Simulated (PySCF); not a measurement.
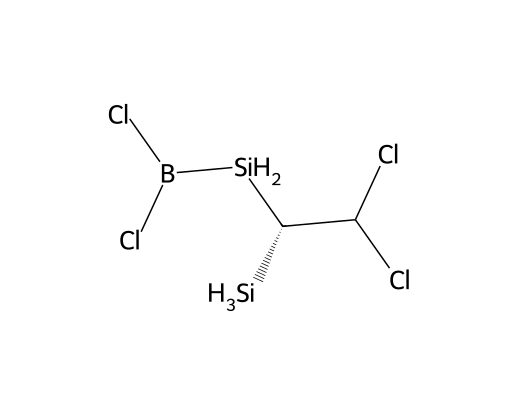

The geometry was computed by an optimisation with GFN2-xTB. No frequency run is at hand to confirm it as a minimum. Level of theory: PBE0/pcSseg-1, gas phase (PySCF 2.14.0).

Q: Give the HOMO energy (Kohn–Sham orbital) at this level.

A: −8.35 eV.

Q: What is the HOMO–LUMO gap?

A: 6.24 eV.

Q: Give the dipole moment at this level.

A: 2.36 D.

The geometry is semi-empirical. Around B, Si such bond lengths and angles can be off by a tenth of an ångström or more and by several degrees, and values that hang on the shape move with them.
